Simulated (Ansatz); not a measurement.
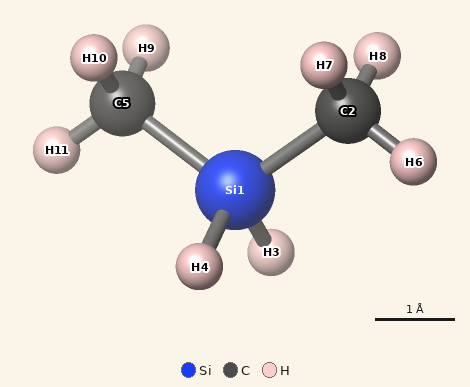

**Figure 1.** The structure as given in the input (ball-and-stick view, seen at a tilt; atoms are numbered from 1 in the order of the input).

**Single-point calculation of C2H8Si**

C2H8Si, computed with RKS r2SCAN-D4/def2-TZVPP (Ansatz 0.2.0).

The geometry comes from this level: PBE0-D4/def2-TZVP.

### Output
```
Functional definition: r2SCAN
  name "r2SCAN"
  cite "Furness, Kaplan, Ning, Perdew & Sun, J. Phys. Chem. Lett. 11, 8208 (2020) doi:10.1021/acs.jpclett.0c02405"
  cite "Furness, Kaplan, Ning, Perdew & Sun, J. Phys. Chem. Lett. 11, 9248 (2020) doi:10.1021/acs.jpclett.0c03077"
  parent r2scan
  parameter k0 = 0.174
  parameter k1 = 0.065
  parameter a1 = 4.9479
  exchange = r2scan_x(k0 = k0, k1 = k1, a1 = a1)
  correlation = r2scan_c
1120 factors; their error is unknown
mean field evaluation 1: about -10069.3019 eV, gradient 7.4e1 eV
mean field evaluation 2: about -10059.8867 eV, gradient 8.8e1 eV
mean field evaluation 4: about -10081.6381 eV, gradient 2.7e0 eV
mean field evaluation 8: about -10081.6597 eV, gradient 4.2e-2 eV
mean field evaluation 16: about -10081.6276 eV, gradient 3.1e-5 eV
mean field -10081.62756053 eV, -370.4929792769 hartree, gradient 3.1e-5 eV, S^2 0.000000; 0 other end points of the search recorded, 0 dependent functions left out
reference -10081.62757338 eV, -370.4929797491 hartree; 17, 17 occupied and 199, 199 virtual orbitals, 1120 factors
Total energy: -10081.67046023 eV, -370.4945558119 hartree
```

The run was set up as follows.

### The input
```yaml
crystal:
  periodic: [false, false, false]
  atoms:
    - {symbol: Si, position_ang: [-0.362508, -0.639302, -1.093047]}
    - {symbol: C, position_ang: [1.231020, -1.419374, -0.496570]}
    - {symbol: H, position_ang: [-0.902568, -1.424946, -2.239838]}
    - {symbol: H, position_ang: [-1.378822, -0.687806, -0.002675]}
    - {symbol: C, position_ang: [-0.098175, 1.136782, -1.621372]}
    - {symbol: H, position_ang: [1.068812, -2.452837, -0.182297]}
    - {symbol: H, position_ang: [1.639181, -0.868310, 0.354432]}
    - {symbol: H, position_ang: [1.983730, -1.422349, -1.288983]}
    - {symbol: H, position_ang: [0.623916, 1.196621, -2.439578]}
    - {symbol: H, position_ang: [0.282319, 1.736870, -0.790957]}
    - {symbol: H, position_ang: [-1.032352, 1.588191, -1.962937]}
basis:
  gaussian: {orbitals: def2-TZVPP}
hamiltonian: {xc: r2scan, dispersion: d4}
```

Launched with:
```bash
ansatz run in.yaml --threads 8 --pin off --events-out ev --progress --plain --max-ram 19148MiB
```

### Results in brief

```json
{"quantity": "outcome", "value": "converged"}
{"quantity": "total energy", "value": "−10081.6705 eV"}
{"quantity": "mean-field energy", "value": "−10081.6276 eV"}
{"quantity": "dispersion energy", "value": "−0.0429 eV"}
{"quantity": "SCF solution under orbital rotations", "value": "stable"}
{"quantity": "hardware", "value": "8 threads of Arm Neoverse V2, 108 GiB of memory available, shared host"}
{"quantity": "wall time", "value": "1.5 s (CPU time 8.8 s)"}
{"quantity": "peak memory", "value": "0.69 GiB"}
```
